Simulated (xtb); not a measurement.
## NF$_{3}$: geometry relaxation (part 2 of 2)

NF$_{3}$, SMILES FN(F)F; GFN2-xTB (xtb 6.7.1). 

Geometry of the input (Å):
```
F  0.5656  0.0132  0.9638
N  0.2710  -0.0449  -0.2430
F  -0.6318  -0.9306  -0.3761
F  -0.2453  1.0806  -0.4484
```

**Log, continued**
```
 iter      E             dE          RMSdq      gap      omega  full diag
   1    -16.9632560 -0.169633E+02  0.110E-02    8.97       0.0  T
   2    -16.9632561 -0.101986E-06  0.601E-03    8.97       8.3  T
   3    -16.9632562 -0.926001E-08  0.263E-03    8.97      19.0  T
   4    -16.9632562 -0.112157E-08  0.441E-04    8.97     113.4  T
   5    -16.9632562 -0.237357E-10  0.128E-04    8.97     389.9  T
     SCC iter.                  ...        0 min,  0.000 sec
     gradient                   ...        0 min,  0.000 sec
 * total energy  :   -16.9526931 Eh     change       -0.5594084E-05 Eh
   gradient norm :     0.0013127 Eh/α   predicted    -0.4277290E-05 ( -23.54%)
   displ. norm   :     0.0041551 α      lambda       -0.2537416E-05
   maximum displ.:     0.0034512 α      in ANC's #3, #4, #2, ...

........................................................................
.............................. CYCLE    7 ..............................
........................................................................

 iter      E             dE          RMSdq      gap      omega  full diag
   1    -16.9633065 -0.169633E+02  0.133E-02    8.97       0.0  T
   2    -16.9633066 -0.930115E-07  0.773E-03    8.97       6.5  T
   3    -16.9633066 -0.944218E-08  0.237E-03    8.97      21.1  T
   4    -16.9633066 -0.130089E-08  0.404E-04    8.97     123.7  T
   5    -16.9633066 -0.204459E-10  0.455E-05    8.97    1098.5  T
     SCC iter.                  ...        0 min,  0.000 sec
     gradient                   ...        0 min,  0.000 sec
 * total energy  :   -16.9526948 Eh     change       -0.1706727E-05 Eh
   gradient norm :     0.0005848 Eh/α   predicted    -0.1267723E-05 ( -25.72%)
   displ. norm   :     0.0013506 α      lambda       -0.4224035E-06
   maximum displ.:     0.0011452 α      in ANC's #3, #2, #4, ...

........................................................................
.............................. CYCLE    8 ..............................
........................................................................

 iter      E             dE          RMSdq      gap      omega  full diag
   1    -16.9633190 -0.169633E+02  0.295E-03    8.98       0.0  T
   2    -16.9633190 -0.953980E-08  0.161E-03    8.98      31.0  T
   3    -16.9633190 -0.613962E-09  0.845E-04    8.98      59.2  T
   4    -16.9633190 -0.754241E-10  0.100E-04    8.98     498.4  T
     SCC iter.                  ...        0 min,  0.000 sec
     gradient                   ...        0 min,  0.000 sec
 * total energy  :   -16.9526952 Eh     change       -0.4276776E-06 Eh
   gradient norm :     0.0003516 Eh/α   predicted    -0.2123099E-06 ( -50.36%)
   displ. norm   :     0.0008369 α      lambda       -0.1611323E-06
   maximum displ.:     0.0005214 α      in ANC's #2, #6, #3, ...

   *** GEOMETRY OPTIMIZATION CONVERGED AFTER 8 ITERATIONS ***

------------------------------------------------------------------------
 total energy gain   :        -0.0279280 Eh      -17.5251 kcal/mol
 total RMSD          :         0.1513827 a0        0.0801 Å
 total power (kW/mol):        -9.1656174 (step)********** (real)
------------------------------------------------------------------------

 ANCopt (total)                0 d,  0 h,  0 min,  0.006 sec
 optimizer setup                ...        0 min,  0.000 sec (  0.641%)
 model hessian                  ...        0 min,  0.000 sec (  0.752%)
 ANC generation                 ...        0 min,  0.000 sec (  0.398%)
 coordinate transformation      ...        0 min,  0.000 sec (  0.331%)
 single point calculation       ...        0 min,  0.005 sec ( 91.402%)
 optimization log               ...        0 min,  0.000 sec (  1.905%)
 hessian update                 ...        0 min,  0.000 sec (  0.168%)
 rational function              ...        0 min,  0.000 sec (  2.212%)

================
 final structure:
================
4
 xtb: 6.7.1
F            0.59695420264360       -0.01908066119932        1.05229326420917
N            0.33237601102194       -0.04653474893769       -0.27978723678286
F           -0.67402365267172       -0.95480874827626       -0.37876686272439
F           -0.29578656099381        1.13867415841326       -0.49739916470193

 Bond Distances (Angstroems)
 ---------------------------
F1-N2=1.3584         N2-F1=1.3584         N2-F3=1.3593         N2-F4=1.3589         F3-N2=1.3593         F4-N2=1.3589
 F  N  Rav=1.3589 sigma=0.0004  Rmin=1.3584  Rmax=1.3593     3

 selected bond angles (degree)
 --------------------
F3-N2-F1=103.25                F4-N2-F1=103.26                F4-N2-F3=103.23

 selected dihedral angles (degree)
 ---------------------------------

           -------------------------------------------------
          |                Final Singlepoint                |
           -------------------------------------------------

          ...................................................
          :                      SETUP                      :
          :.................................................:
          :  # basis functions                  16          :
          :  # atomic orbitals                  16          :
          :  # shells                            8          :
          :  # electrons                        26          :
          :  max. iterations                   250          :
          :  Hamiltonian                  GFN2-xTB          :
          :  restarted?                      false          :
          :  GBSA solvation                  false          :
          :  PC potential                    false          :
          :  electronic temp.          300.0000000     K    :
          :  accuracy                    1.0000000          :
          :  -> integral cutoff          0.2500000E+02      :
          :  -> integral neglect         0.1000000E-07      :
          :  -> SCF convergence          0.1000000E-05 Eh   :
          :  -> wf. convergence          0.1000000E-03 e    :
          :  Broyden damping             0.4000000          :
          :  net charge                          0          :
          :  unpaired electrons                  0          :
          ...................................................

 iter      E             dE          RMSdq      gap      omega  full diag
   1    -16.9633190 -0.169633E+02  0.307E-05    8.98       0.0  T
   2    -16.9633190 -0.923706E-13  0.178E-05    8.98    2807.4  T
   3    -16.9633190 -0.177636E-13  0.230E-06    8.98   21776.0  T

   *** convergence criteria satisfied after 3 iterations ***

         #    Occupation            Energy/Eh            Energy/eV
      -------------------------------------------------------------
         1        2.0000           -0.9114367             -24.8015
       ...           ...                  ...                  ...
         7        2.0000           -0.6405380             -17.4299
         8        2.0000           -0.5831845             -15.8693
         9        2.0000           -0.5831755             -15.8690
        10        2.0000           -0.5677949             -15.4505
        11        2.0000           -0.5675213             -15.4430
        12        2.0000           -0.5674680             -15.4416
        13        2.0000           -0.4975578             -13.5392 (HOMO)
        14                         -0.1675479              -4.5592 (LUMO)
        15                         -0.1549525              -4.2165
        16                         -0.1542703              -4.1979
      -------------------------------------------------------------
                  HL-Gap            0.3300098 Eh            8.9800 eV
             Fermi-level           -0.3325529 Eh           -9.0492 eV

 SCC (total)                   0 d,  0 h,  0 min,  0.001 sec
 SCC setup                      ...        0 min,  0.000 sec (  3.641%)
 Dispersion                     ...        0 min,  0.000 sec (  0.643%)
 classical contributions        ...        0 min,  0.000 sec (  0.264%)
 integral evaluation            ...        0 min,  0.000 sec ( 26.278%)
 iterations                     ...        0 min,  0.000 sec ( 21.599%)
 molecular gradient             ...        0 min,  0.000 sec ( 43.219%)
 printout                       ...        0 min,  0.000 sec (  3.770%)

         :::::::::::::::::::::::::::::::::::::::::::::::::::::
         ::                     SUMMARY                     ::
         :::::::::::::::::::::::::::::::::::::::::::::::::::::
         :: total energy             -16.952695196196 Eh    ::
         :: gradient norm              0.000352789808 Eh/a0 ::
         :: HOMO-LUMO gap              8.980024343132 eV    ::
         ::.................................................::
         :: SCC energy               -16.963318968495 Eh    ::
         :: -> isotropic ES            0.015417445839 Eh    ::
         :: -> anisotropic ES          0.014040449868 Eh    ::
         :: -> anisotropic XC         -0.013063767104 Eh    ::
         :: -> dispersion             -0.000935366398 Eh    ::
         :: repulsion energy           0.010623772299 Eh    ::
         :: add. restraining           0.000000000000 Eh    ::
         :: total charge              -0.000000000000 e     ::
         :::::::::::::::::::::::::::::::::::::::::::::::::::::

           -------------------------------------------------
          |                Property Printout                |
           -------------------------------------------------

    * Orbital Energies and Occupations

         #    Occupation            Energy/Eh            Energy/eV
      -------------------------------------------------------------
         1        2.0000           -0.9114367             -24.8015
         2        2.0000           -0.8983397             -24.4451
         3        2.0000           -0.8981559             -24.4401
         4        2.0000           -0.7123214             -19.3833
         5        2.0000           -0.6695168             -18.2185
         6        2.0000           -0.6694583             -18.2169
         7        2.0000           -0.6405380             -17.4299
         8        2.0000           -0.5831845             -15.8693
         9        2.0000           -0.5831755             -15.8690
        10        2.0000           -0.5677949             -15.4505
        11        2.0000           -0.5675213             -15.4430
        12        2.0000           -0.5674680             -15.4416
        13        2.0000           -0.4975578             -13.5392 (HOMO)
        14                         -0.1675479              -4.5592 (LUMO)
        15                         -0.1549525              -4.2165
        16                         -0.1542703              -4.1979
      -------------------------------------------------------------
                  HL-Gap            0.3300098 Eh            8.9800 eV
             Fermi-level           -0.3325529 Eh           -9.0492 eV

     #   Z          covCN         q      C6AA      α(0)
     1   9 F        0.853    -0.121    10.446     3.818
     2   7 N        2.535     0.364    15.692     5.883
     3   9 F        0.853    -0.121    10.450     3.819
     4   9 F        0.853    -0.121    10.449     3.819

 Mol. C6AA /au·bohr⁶  :        185.274918
 Mol. C8AA /au·bohr⁸  :       3423.060034
 Mol. α(0) /au        :         17.339453

Wiberg/Mayer (AO) data.
largest (>0.10) Wiberg bond orders for each atom

 ---------------------------------------------------------------------------
     #   Z sym  total        # sym  WBO       # sym  WBO       # sym  WBO
 ---------------------------------------------------------------------------
     1   9 F    1.100 --     2 N    0.983
     2   7 N    2.949 --     1 F    0.983     4 F    0.983     3 F    0.983
     3   9 F    1.099 --     2 N    0.983
     4   9 F    1.100 --     2 N    0.983
 ---------------------------------------------------------------------------

Topologies differ in total number of bonds
Writing topology from bond orders to xtbtopo.mol

molecular dipole:
                 x           y           z       tot (Debye)
 q only:        0.314      -0.069      -0.232
   full:        0.244      -0.054      -0.179       0.781
molecular quadrupole (traceless):
                xx          xy          yy          xz          yz          zz
 q only:        0.505      -0.223      -0.558      -0.849       0.171       0.054
  q+dip:        0.941      -0.435      -1.003      -1.534       0.328       0.061
   full:        0.707      -0.323      -0.760      -1.161       0.244       0.052

           -------------------------------------------------
          |                Geometry Summary                 |
           -------------------------------------------------

      molecular mass/u    :       71.0019127
   center of mass at/Å    :       -0.0341988       0.0349124      -0.0080668
  moments of inertia/u·Å² :        0.4686204E+02   0.4687332E+02   0.8623783E+02
rotational constants/cm⁻¹ :        0.3597290E+00   0.3596424E+00   0.1954784E+00

optimized geometry written to: xtbopt.xyz

           -------------------------------------------------
          | TOTAL ENERGY              -16.952695196196 Eh   |
          | GRADIENT NORM               0.000352789808 Eh/α |
          | HOMO-LUMO GAP               8.980024343132 eV   |
           -------------------------------------------------

------------------------------------------------------------------------
------------------------------------------------------------------------
 total:
 *  cpu-time:     0 d,  0 h,  0 min,  0.013 sec
 * ratio c/w:     1.000 speedup
 SCF:
 *  cpu-time:     0 d,  0 h,  0 min,  0.001 sec
 * ratio c/w:     1.000 speedup
 ANC optimizer:
 *  cpu-time:     0 d,  0 h,  0 min,  0.007 sec
 * ratio c/w:     1.000 speedup
```

**File xtbopt.xyz**
```
4
 energy: -16.952695196196 gnorm: 0.000352789808 xtb: 6.7.1
F            0.59695420264360       -0.01908066119932        1.05229326420917
N            0.33237601102194       -0.04653474893769       -0.27978723678286
F           -0.67402365267172       -0.95480874827626       -0.37876686272439
F           -0.29578656099381        1.13867415841326       -0.49739916470193
```

**Standard error**
```
normal termination of xtb
```

**Trajectory as extended XYZ (Å, eV, eV/Å), 8 frames, from step=0 to step=7**
```
4
Properties=species:S:1:pos:R:3 step=0 energy=-460.54638
F     0.5656    0.0132    0.9638
N     0.2710   -0.0449   -0.2430
F    -0.6318   -0.9306   -0.3761
F    -0.2453    1.0806   -0.4484
4
Properties=species:S:1:pos:R:3 step=1 energy=-461.15801
F     0.5797    0.0010    1.0081
N     0.3054   -0.0483   -0.2651
F    -0.6558   -0.9461   -0.3778
F    -0.2698    1.1116   -0.4689
4
Properties=species:S:1:pos:R:3 step=2 energy=-461.29449
F     0.5886   -0.0098    1.0368
N     0.3289   -0.0488   -0.2784
F    -0.6704   -0.9529   -0.3777
F    -0.2875    1.1298   -0.4844
4
Properties=species:S:1:pos:R:3 step=3 energy=-461.30542
F     0.5935   -0.0150    1.0476
N     0.3343   -0.0479   -0.2809
F    -0.6747   -0.9554   -0.3783
F    -0.2936    1.1366   -0.4920
4
Properties=species:S:1:pos:R:3 step=4 energy=-461.30613
F     0.5956   -0.0171    1.0507
N     0.3341   -0.0472   -0.2805
F    -0.6751   -0.9559   -0.3788
F    -0.2950    1.1385   -0.4950
4
Properties=species:S:1:pos:R:3 step=5 energy=-461.30628
F     0.5967   -0.0182    1.0519
N     0.3332   -0.0467   -0.2799
F    -0.6748   -0.9558   -0.3790
F    -0.2955    1.1390   -0.4966
4
Properties=species:S:1:pos:R:3 step=6 energy=-461.30633
F     0.5972   -0.0192    1.0525
N     0.3322   -0.0464   -0.2795
F    -0.6741   -0.9551   -0.3789
F    -0.2958    1.1389   -0.4977
4
Properties=species:S:1:pos:R:3 step=7 energy=-461.30634
F     0.5969   -0.0191    1.0523
N     0.3324   -0.0465   -0.2798
F    -0.6740   -0.9548   -0.3788
F    -0.2958    1.1387   -0.4974
```

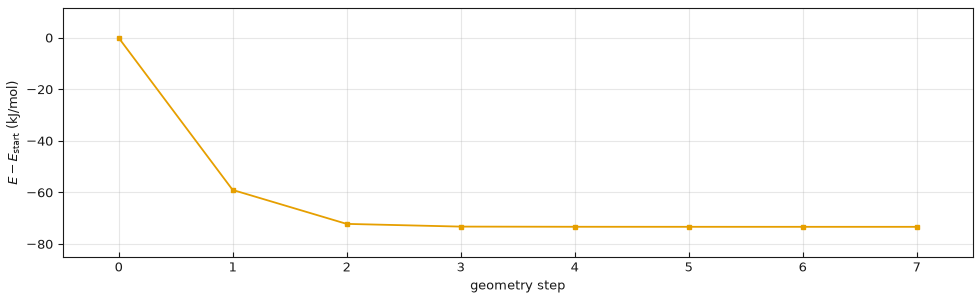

Figure 1. Progress of the relaxation, step by step (steps are counted from 0).

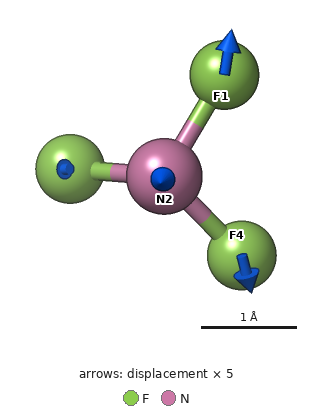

Figure 2. The starting structure with the displacements as blue arrows, magnified 5 times (ball-and-stick view, seen at a tilt). The two geometries are laid on each other by the best rigid fit. The atom that moves furthest after the best rigid fit is F1 (0.099 Å). Largest moves by element: F 0.099 Å, N 0.072 Å. Among the contacts that change: F1–N2 1.244 → 1.358 Å, N2–F4 1.255 → 1.359 Å, N2–F3 1.272 → 1.359 Å. Among the angles that change: F1–N2–F3 107.6° → 103.2°. Over 7 geometry steps the energy falls by 73.3 kJ/mol. (Atoms are counted from 1 in the order of the input.)

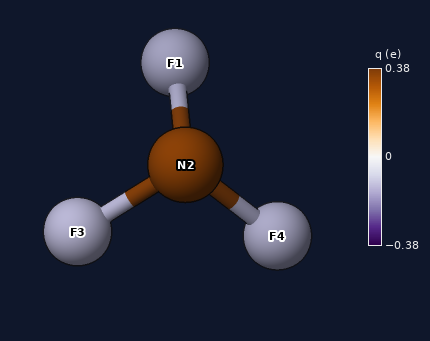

Figure 3. Mulliken charges, as the colour of each atom (ball-and-stick view, seen at a tilt; atoms are numbered from 1 in the order of the input). By element: F −0.12 and N +0.36 e.

**Key numbers**

| quantity | value |
| --- | --- |
| outcome | converged |
| electrons treated | 26 |
| total energy | −16.952695 hartree |
| dispersion energy | −0.000935 hartree |
| basis functions | 16 |
| HOMO | −13.54 eV |
| LUMO | −4.56 eV |
| dipole moment | 0.78 D |
| peak memory | 0.071 GiB |
